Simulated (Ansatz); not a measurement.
Input file:

```
crystal:
  periodic: [false, false, false]
  atoms:
    - symbol: C
      position_ang: [-0.399924, -1.512185, 0.315494]
    - symbol: C
      position_ang: [0.418681, -2.216675, -0.550707]
    - symbol: C
      position_ang: [1.121498, -2.828143, -1.422985]
    - symbol: O
      position_ang: [-0.332033, -1.513940, 1.512117]
    - symbol: O
      position_ang: [1.735628, -3.365869, -2.264707]
basis:
  gaussian: {orbitals: def2-TZVPD}
magnetization: {spin_polarized: true, initial_magnetization: 2}
hamiltonian: {xc: pbe0}
output: {forces: true, orbitals: {seedname: orbitals}}
```

Command:

```sh
ansatz run input.yaml --threads 1 --pin off --max-ram 2610MiB --events-out events.jsonl --progress --plain --runs-dir runs
```

Geometry: PBE0-D3(BJ)/pcseg-1.

All numbers below come from Ansatz, isolated molecule in a Gaussian basis; Kohn-Sham density functional theory, functional PBE0.

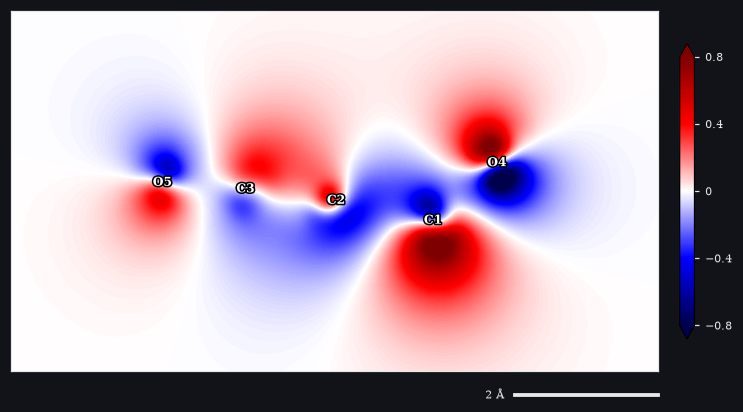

C₃O₂ (SMILES O=C=C=C=O) (triplet). One frontier orbital on the molecular plane (values in Å⁻³ᐟ²; the overall sign is arbitrary).

Which orbital is it: HOMO (α) or LUMO (α)?

The HOMO (α), at −6.81 eV. It lies mainly on C1 (about 45 %), O4 (about 25 %), C2 (about 15 %), C3 (about 10 %) and O5 (about 5 %); it is symmetric in the molecular plane (an in-plane orbital: σ, lone-pair or in-plane π type).
